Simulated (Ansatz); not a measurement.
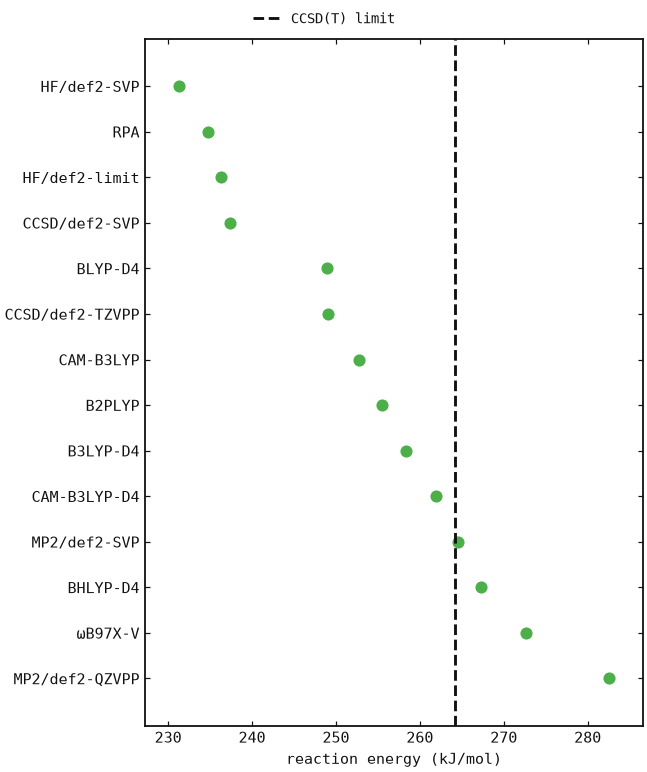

Electronic reaction energy of Si₂PH₆F (F[SiH2]P[SiH3]) → SiPH₄F (F[SiH2]P) + SiH₂ ([SiH2]) [singlet] (SMILES in brackets) at several levels (functionals in def2-TZVPP unless a basis is named), isolated molecules at PBE0-D4 triple-zeta geometries, minima by their frequencies, no zero-point or thermal terms, the Ansatz code. The line is frozen-core CCSD(T) at the basis limit (MP2 extrapolated from triple and quadruple zeta, plus CCSD(T) less MP2 in a smaller set). RPA and B2PLYP hold a correlation term that converges slowly with the basis, so part of the distance to the limit is basis error. No dispersion term is added to CAM-B3LYP and B2PLYP. The distance of HF/def2-SVP, CCSD/def2-SVP, CCSD/def2-TZVPP, MP2/def2-SVP and MP2/def2-QZVPP to the limit includes basis error. The limit lies 8.8 kJ/mol from CCSD(T)/def2-TZVPP, so the line itself is uncertain by a part of that.

Question: Which level comes closest to the line (CCSD(T) limit), and which misses most?

Answer: Closest MP2/def2-SVP (264.6 kJ/mol), against 264.2 kJ/mol; farthest HF/def2-SVP (231.3 kJ/mol).

Question: Give the values.

Answer:
```csv
level,kJ/mol,less CCSD(T) limit
HF/def2-SVP,231.3,−32.9
RPA,234.7,−29.5
HF/def2-limit,236.3,−27.9
CCSD/def2-SVP,237.3,−26.9
BLYP-D4,248.9,−15.3
CCSD/def2-TZVPP,249.1,−15.2
CAM-B3LYP,252.7,−11.5
B2PLYP,255.5,−8.7
B3LYP-D4,258.4,−5.9
CAM-B3LYP-D4,261.9,−2.4
MP2/def2-SVP,264.6,0.3
BHLYP-D4,267.3,3.0
ωB97X-V,272.7,8.5
MP2/def2-QZVPP,282.5,18.3
CCSD(T) limit,264.2,0.0
```

Known limits of this run: one conformer of each flexible molecule.
